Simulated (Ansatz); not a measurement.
**ZnIn2 (built on the sites of a database entry of MgB2): the cell at rest**

Task: relax ZnIn2 (built on the sites of a database entry of MgB2) tightly.

Calculated with Ansatz 0.2.0; DFT PBEsol, scalar-relativistic, plane waves, norm-conserving pseudopotentials.

The structure was built from a prototype and need not be the compound's stable phase.

## (1) The starting structure

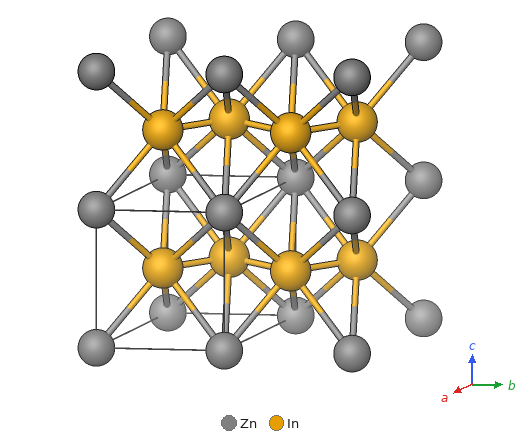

The starting structure, seen from a free direction (zinc grey, indium orange). 1×2×2 cells are drawn. Some periodic images of atoms are drawn too.

Structure file:

```cif
data_structure
_symmetry_space_group_name_H-M 'P6/mmm'
_symmetry_Int_Tables_number 191
_cell_length_a 3.6563
_cell_length_b 3.6563
_cell_length_c 4.1754
_cell_angle_alpha 90.000
_cell_angle_beta 90.000
_cell_angle_gamma 120.000
_cell_volume 48.34
loop_
_atom_site_label
_atom_site_type_symbol
_atom_site_symmetry_multiplicity
_atom_site_Wyckoff_symbol
_atom_site_fract_x
_atom_site_fract_y
_atom_site_fract_z
_atom_site_occupancy
Zn1 Zn 1 a 0.00000 0.00000 0.00000 1
In1 In 2 d 0.33333 0.66667 0.50000 1
```

## (2) Probe on a coarse mesh

First a cheap look: the gap decides the mesh and the occupations, the pressure tells how far the cell has to move.

input.yaml

```yaml
crystal:
  lattice:
    - [3.65627, 0.0, 0.0]
    - [-1.82814, 3.16642, 0.0]
    - [0.0, 0.0, 4.17538]
  atoms:
    - { symbol: Zn, position: [0.0, 0.0, 0.0] }
    - { symbol: In, position: [0.3333333333, 0.6666666667, 0.5] }
    - { symbol: In, position: [0.6666666667, 0.3333333333, 0.5] }
kpoints:
  mp_grid: { grid: [6, 6, 4] }
hamiltonian:
  xc: pbesol
  pseudopotentials: { kind: nc }
scf:
  occupations: { method: gaussian, width: 0.1 }
output:
  forces: true
  stress: true
  eigenvalues: true
```

Command:

```bash
ansatz run input.yaml --threads 8 --pin off --max-ram 14336MiB --backend cpu --events-out ev --progress --plain --runs-dir out
```

Numbers of over 12 decimals in the logs are rounded to 6 here.

Output:

```text
Engine: ansatz 0.2.0, aarch64-unknown-linux-gnu
Pseudopotentials: kind: nc
Pseudopotential: Zn, nc, valence charge 20, recommended cutoff 1142.878222 eV (normal), Zn.nc.azcp (PseudoDojo's, or run here from an input of PseudoDojo's: the run reads no file of this project's for it)
[...]
k-point 0: bands = [... 19 lower, 9.8962, 13.6545, 16.7229, 20.5325, 20.5326, 21.7240, 21.7240, 23.2432, ... 1 higher]
  k-point 1: bands = [... 19 lower, 9.8842, 11.0156, 20.3516, 20.7674, 20.7674, 22.2921, 22.2921, 23.5845, ... 1 higher]
  k-point 2: bands = [... 19 lower, 9.8982, 9.8982, 21.0452, 21.0452, 23.4480, 23.4681, 23.4682, 24.7581, ... 1 higher]
  k-point 20: bands = [... 19 lower, 11.8875, 11.9135, 11.9135, 14.7818, 15.1727, 15.1727, 27.4402, 28.7298, ... 1 higher]
[key lines of the parts left out:]
SCF converged after 7 iterations
Free energy (F): -9282.766685 eV
Fermi energy:    17.342583 eV
P = ⅓ Tr σ = 103.9395 GPa (1039.395 kbar)
```

Wall time 0.73 s (8 threads of Arm Neoverse V2, shared host); peak memory 0.53 GiB; 4.4 s of CPU time.

Numbers from this step:

```yaml
pressure: 103.9 GPa
volume_per_atom: 16.11 Å³
gap_on_the_k_mesh: 0 eV
```

The coarse mesh shows no gap and a pressure of 103.9 GPa.

## (3) Coarse relaxation

The start is far from rest, so a relaxation with loose tolerances brings it close first.

input.yaml, as its differences from that of step 2:

```diff
@@ -10,3 +10,3 @@
 kpoints:
-  mp_grid: { grid: [6, 6, 4] }
+  mp_grid: { grid: [6, 6, 6] }
 hamiltonian:
@@ -20 +20,6 @@
   eigenvalues: true
+relax:
+  adjacent_minimum: "off"
+  f_tol: 0.05
+  max_steps: 80
+  cell: { stress_tol: 0.5 }
```

Output:

```text
[...]
Crystal: 3 atoms, lattice volume = 48.340 Å³
Basis set: ecut = 1142.878222 eV, 4205 PW (Γ), exchange–correlation on 90×90×96 points (8 copies of the dense FFT grid, shifted against one another)
Bands: 28, of which v1, the nominal top of the filled ones, is band 23 counted from 1 (22 counted from 0)
Symmetry: 24 space group operations
[...]
k-points: 28 of 216
[...]
F+E_penalty+E_count = -9292.34956312 eV   max|allowed force component| = 5.397e-17 eV/Å   (the final SCF, on the basis selected at the relaxed cell)
  cell:  # Å, volume = 69.2516 Å³
    - [5.008978, 3.954763030779666e-6, 0]
    - [-2.504493, 4.337901, 0]
    - [0, 0, 3.187140]
  atoms:
    - { symbol: Zn, position: [0, 0, 0] }
    - { symbol: In, position: [0.333333, 0.666667, 0.5] }
    - { symbol: In, position: [0.666667, 0.333333, 0.5] }
[key lines of the parts left out:]
SCF converged after 4 iterations
Free energy (F): -9292.349563 eV
Fermi energy:    10.893376 eV
P = ⅓ Tr σ = 0.0308 GPa (0.308 kbar)
```

It took 19 s on 8 threads; peak memory 0.73 GiB.

The steps of the relaxation:

| step | energy less that of the first step (eV) | largest force component (eV/Å) | pressure (GPa) | volume (Å³) |
| --- | --- | --- | --- | --- |
| 1 | 0.0000 | 0.0000 | 104.19 | 48.34 |
| 2 | -3.6825 | 0.0000 | 63.48 | 53.20 |
| 3 | -6.0124 | 0.0000 | 36.20 | 58.25 |
| 4 | -7.3936 | 0.0000 | 17.49 | 62.52 |
| 5 | -7.9555 | 0.0000 | 0.54 | 64.79 |
| 6 | -8.0303 | 0.0000 | -0.94 | 62.43 |
| 7 | -8.0332 | 0.0000 | -0.43 | 62.05 |
| 8 | -8.0354 | 0.0000 | -0.21 | 61.51 |
| 9* | -8.5981 | 0.0000 | 14.46 | 61.51 |
| 10 | -8.9928 | 0.0000 | 7.75 | 65.25 |
| 11 | -9.2302 | 0.0000 | 1.84 | 69.66 |
| 12 | -9.3821 | 0.0000 | -0.74 | 69.94 |
| 13 | -9.4495 | 0.0000 | -0.29 | 67.56 |
| 14 | -9.4485 | 0.0000 | 0.92 | 66.62 |
| 15 | -9.4513 | 0.0000 | -0.19 | 67.67 |
| 16* | -9.4886 | 0.0000 | 1.14 | 67.67 |
| 17 | -9.4974 | 0.0000 | 0.39 | 68.71 |
| 18 | -9.4987 | 0.0000 | 0.03 | 69.25 |
| 19* | -9.4988 | 0.0000 | 0.03 | 69.25 |

Relaxation steps marked * repeat the geometry before them on a plane-wave basis chosen anew for their cell, so energy and pressure can jump there. Relaxation step 14 was tried and not accepted.

Forces are held to the 24 operations that the run works with; a distortion that breaks them can't arise in this run.

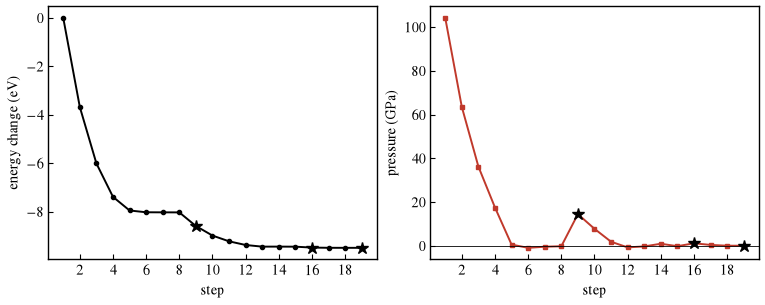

Energy and pressure along the relaxation. Stars mark steps on a basis chosen anew.

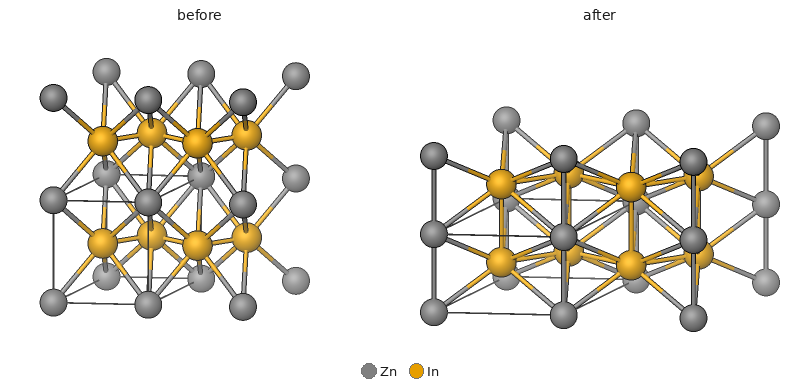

Before and after, at one scale.

| cell as run | before | after | change |
| --- | --- | --- | --- |
| a (Å) | 3.656 | 5.009 | +37.0 % |
| b (Å) | 3.656 | 5.009 | +37.0 % |
| c (Å) | 4.175 | 3.187 | -23.7 % |
| volume (Å³/atom) | 16.11 | 23.08 | +43.3 % |

The relaxed structure:

```xyz
3
Lattice="5.0090 0.0000 0.0000 -2.5045 4.3379 0.0000 0.0000 0.0000 3.1871" Properties=species:S:1:pos:R:3 pbc="T T T"
Zn    0.0000    0.0000    0.0000
In    0.0000    2.8919    1.5936
In    2.5045    1.4460    1.5936
```

Numbers from this step:

```yaml
pressure: 0.03078 GPa
volume_per_atom: 23.08 Å³
```

In this step the volume went from 16.11 to 23.08 Å³/atom.

## (4) Bringing the structure to rest

The cell and atoms are relaxed, since residual forces and stress would shift the frequencies.

input.yaml

```yaml
crystal:
  lattice:
    - [5.0089784404, 3.9548e-06, 0.0]
    - [-2.5044926451, 4.337900599, 0.0]
    - [0.0, 0.0, 3.1871398377]
  atoms:
    - { symbol: Zn, position: [0.0, 0.0, 0.0] }
    - { symbol: In, position: [0.3333333333, 0.6666666667, 0.5] }
    - { symbol: In, position: [0.6666666667, 0.3333333333, 0.5] }
kpoints:
  mp_grid: { grid: [12, 12, 14] }
hamiltonian:
  xc: pbesol
  pseudopotentials: { kind: nc }
scf:
  occupations: { method: gaussian, width: 0.1 }
output:
  forces: true
  stress: true
  eigenvalues: true
  write_density: true
  write_potential: true
  elf: true
  volumetric_format: npy
relax:
  adjacent_minimum: "off"
  f_tol: 0.005
  max_steps: 80
  cell: { stress_tol: 0.05 }
```

Output:

```text
[...]
Crystal: 3 atoms, lattice volume = 69.252 Å³
Basis set: ecut = 1142.878222 eV, 6107 PW (Γ), exchange–correlation on 120×120×72 points (8 copies of the dense FFT grid, shifted against one another)
Bands: 28, of which v1, the nominal top of the filled ones, is band 23 counted from 1 (22 counted from 0)
Symmetry: 24 space group operations
[...]
k-points: 152 of 2016
[...]
SCF iter   1: F=—  HF=-9292.520538 eV  |F-HF|=—  |Δ(HF+E_count)|=         —  Δρ=2.07e-2  dr2=3.52e-1  ethr=3.10e-3  ⟨swp⟩=5.6  Hψ=16953  notcnv=0
[...]
SCF iter   9: F=-9292.390866 eV  HF=-9292.390866 eV  |F-HF|=1.89e-9  |Δ(HF+E_count)|=   9.75e-8  Δρ=2.75e-6  dr2=3.11e-9  ethr=2.17e-10  ⟨swp⟩=17.9  Hψ=41710  notcnv=0
SCF 1 converged in 9 iterations: F = -9292.390866 eV  dr2 = 3.11e-9
relax step   1: F+E_penalty+E_count = -9292.39086572 eV  Δ(F+E_penalty+E_count) = +0.000e0 eV  max|allowed force component| = 8.327e-17 eV/Å  Δτ_max = 0.0000 Å  P = +0.026 GPa  Ω = 69.252 Å³  (9 SCF iters, dr2 threshold 1.00e-7 eV, accepted)
Crystal: 3 atoms, lattice volume = 68.962 Å³
Basis set: ecut = 1142.878222 eV, 6005 PW (Γ), exchange–correlation on 120×120×72 points (8 copies of the dense FFT grid, shifted against one another)
[...]
SCF iter   5: F=-9292.419661 eV  HF=-9292.419662 eV  |F-HF|=1.04e-7  |Δ(HF+E_count)|=   3.53e-7  Δρ=1.81e-5  dr2=1.83e-7  ethr=6.52e-10  ⟨swp⟩=16.7  Hψ=44504  notcnv=0
SCF 2 converged in 5 iterations: F = -9292.419661 eV  dr2 = 1.83e-7
  Residual-converged pass: ⟨swp⟩=1.0  Hψ=4870  notcnv=0  max |occ|·‖R‖ = 7.1e-9 eV (tolerance 1.0e-8 eV)  dr2=1.83e-7  max |Δocc| = 3.9e-10
relax step   2: F+E_penalty+E_count = -9292.41966144 eV  Δ(F+E_penalty+E_count) = -2.880e-2 eV  max|allowed force component| = 5.551e-17 eV/Å  Δτ_max = 0.0000 Å  P = -0.052 GPa  Ω = 68.962 Å³  energy of the carried Pulay correction = +8.362e-6 eV  (5 SCF iters, dr2 threshold 3.00e-7 eV, accepted)
Crystal: 3 atoms, lattice volume = 67.777 Å³
Basis set: ecut = 1142.878222 eV, 6011 PW (Γ), exchange–correlation on 120×120×72 points (8 copies of the dense FFT grid, shifted against one another)
[...]
SCF iter   6: F=-9292.437328 eV  HF=-9292.437328 eV  |F-HF|=6.23e-9  |Δ(HF+E_count)|=   5.44e-8  Δρ=1.34e-5  dr2=3.63e-8  ethr=6.52e-10  ⟨swp⟩=15.2  Hψ=41018  notcnv=0
SCF 3 converged in 6 iterations: F = -9292.437328 eV  dr2 = 3.63e-8
relax step   3: F+E_penalty+E_count = -9292.43732785 eV  Δ(F+E_penalty+E_count) = -1.767e-2 eV  max|allowed force component| = 2.005e-17 eV/Å  Δτ_max = 0.0000 Å  P = +0.661 GPa  Ω = 67.777 Å³  energy of the carried Pulay correction = +4.163e-5 eV  (6 SCF iters, dr2 threshold 3.00e-7 eV, accepted)
[...]
relax step   4: F+E_penalty+E_count = -9292.43927305 eV  Δ(F+E_penalty+E_count) = -1.945e-3 eV  max|allowed force component| = 3.084e-17 eV/Å  Δτ_max = 0.0000 Å  P = -0.231 GPa  Ω = 69.036 Å³  energy of the carried Pulay correction = +7.339e-6 eV  (5 SCF iters, dr2 threshold 3.00e-7 eV, accepted)
[...]
relax step   5: F+E_penalty+E_count = -9292.43950678 eV  Δ(F+E_penalty+E_count) = -2.337e-4 eV  max|allowed force component| = 4.780e-17 eV/Å  Δτ_max = 0.0000 Å  P = +0.024 GPa  Ω = 68.654 Å³  energy of the carried Pulay correction = +1.760e-5 eV  (4 SCF iters, dr2 threshold 1.87e-7 eV, accepted)
[...]
relax step   6: F+E_penalty+E_count = -9292.43956702 eV  Δ(F+E_penalty+E_count) = -6.024e-5 eV  max|allowed force component| = 2.776e-17 eV/Å  Δτ_max = 0.0000 Å  P = +0.002 GPa  Ω = 68.688 Å³  energy of the carried Pulay correction = +1.672e-5 eV  (4 SCF iters, dr2 threshold 1.96e-8 eV, accepted)
[...]
SCF iter   6: F=-9292.439799 eV  HF=-9292.439799 eV  |F-HF|=1.82e-12  |Δ(HF+E_count)|=  5.46e-12  Δρ=4.40e-8  dr2=7.06e-13  ethr=1.00e-12  ⟨swp⟩=6.7  Hψ=20656  notcnv=0
SCF 7 converged in 6 iterations: F = -9292.439799 eV  dr2 = 7.06e-13
relax step   7: F+E_penalty+E_count = -9292.43979868 eV  Δ(F+E_penalty+E_count) = -2.317e-4 eV  max|allowed force component| = 3.007e-17 eV/Å  Δτ_max = 0.0000 Å  P = +0.021 GPa  Ω = 68.688 Å³  stress off target by 3.18e-2 GPa  SCF on the basis re-selected at this cell (its energy is not comparable with the rows above)  (6 SCF iters)
[...]
SCF converged after 6 iterations
Free energy (F): -9292.439799 eV
[...]
Internal energy: -9292.434178 eV  (E = F + TS)
E sigma→0 (E₀):  -9292.436989 eV
Entropy (-TS):   -0.005620 eV (-1.873 meV/atom)
Fermi energy:    11.063098 eV
[...]
--- Stress (GPa, compression-positive) ---
        0.031847      -0.000000       0.000000
       -0.000000       0.031847      -0.000000
        0.000000      -0.000000      -0.001305
  P = ⅓ Tr σ = 0.0208 GPa (0.208 kbar)
--- Band table (eV; the first three rows and the last of 152) ---
  k-point 0: bands = [... 19 lower, 4.3025, 8.4795, 9.4949, 9.9743, 9.9743, 10.7511, 10.7511, 18.3763, ... 1 higher]
  k-point 1: bands = [... 19 lower, 4.2882, 8.5556, 9.5629, 10.0687, 10.0687, 10.8533, 10.8533, 17.1883, ... 1 higher]
  k-point 2: bands = [... 19 lower, 4.2489, 8.7876, 9.7692, 10.3472, 10.3472, 11.1559, 11.1559, 15.1981, ... 1 higher]
  k-point 151: bands = [... 19 lower, 8.1324, 8.1324, 9.1312, 9.1353, 9.1353, 10.0055, 15.7402, 16.8892, ... 1 higher]
--- Relaxed structure (6 steps of the walk, 6 accepted, 1 SCFs on fresh bases) ---
[...]
cell:  # Å, volume = 68.6876 Å³
    - [5.162569, 4.0760322030869865e-6, 0]
    - [-2.581288, 4.470914, 0]
    - [0, 0, 2.975883]
  atoms:
    - { symbol: Zn, position: [0, 0, 0] }
    - { symbol: In, position: [0.333333, 0.666667, 0.5] }
    - { symbol: In, position: [0.666667, 0.333333, 0.5] }
```

Run time: 44 s. Hardware: 8 threads; peak memory 1.3 GiB; 5.7 min of CPU time.

(Part 1 of 2 ends here.)

[Logs are printed without paths, hosts, clocks, repeated set-up lines and the standing remarks that a program may print on its own settings, such as how far it seeks lower states.]

[Hosts, paths, dates, database ids (printed as entryN), source tags and the programs' standing remarks are cut or masked in the printed files.]
